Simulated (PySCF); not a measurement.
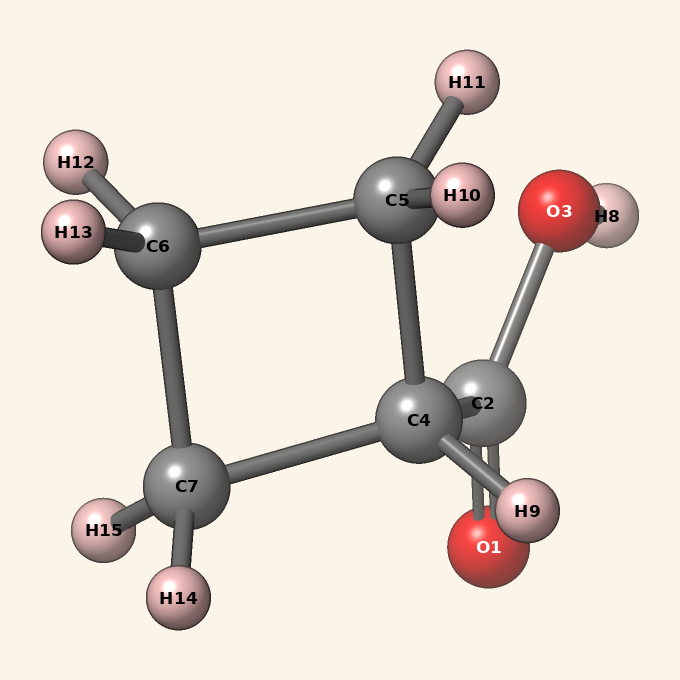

C2 lies behind C4. The molecule seen a little off the C4–C2 bond, C4 in front. Atoms fade into the background with distance from the viewer. Geometry: a frame of a GFN2-xTB molecular-dynamics simulation, not a minimum.

Q: What is the torsion angle C5–C4–C2–O3? The sign is positive where the front bond must turn clockwise to cover the back bond.

A: 17°, synperiplanar.
